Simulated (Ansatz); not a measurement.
Ga2Pt (fluorite type, space group Fm-3m)

```
Ga2Pt
1.0
    0.00000     2.96744     2.96744
    2.96744     0.00000     2.96744
    2.96744     2.96744     0.00000
Ga Pt
2 1
Cartesian
  4.45115   4.45115   4.45115
  1.48372   1.48372   1.48372
  0.00000   0.00000   0.00000
```

This relaxed cell (volume V₀) is scaled evenly in all directions, its shape held. Symmetry pins the atoms to their sites.

All values below come from r2SCAN (plane waves to 500 eV, PAW, scalar-relativistic; Ansatz, a quantum-chemistry and plane-wave program). k mesh 14×14×14 (Γ-centred), Fermi-Dirac smearing 0.05 eV. Energies are smeared free energies. Ga2Pt is run without spin polarisation. Ga2Pt was relaxed with its symmetry unable to fall. Spin-orbit coupling is left out, though Pt is heavy. This is a high-temperature form of Ga2Pt. The zero of ΔE is the relaxed starting cell.

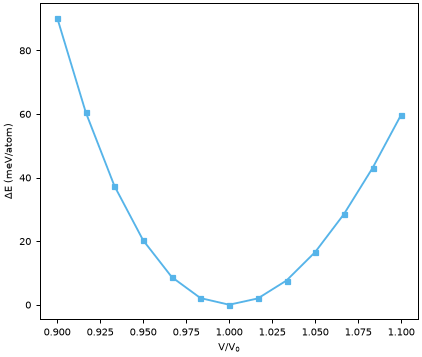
Figure. ΔE (meV/atom) against V/V₀; markers are the computed points, lines only join them.

What is ΔE at V/V₀ = 0.900?

About 90 meV/atom.

What is ΔE at V/V₀ = 1.100?

About 60 meV/atom.

What bulk modulus B₀ follows from a third-order Birch-Murnaghan fit?

About 130 GPa.

(A scan under strain: stresses follow from slopes of the energy per volume, elastic moduli from its curvatures.)
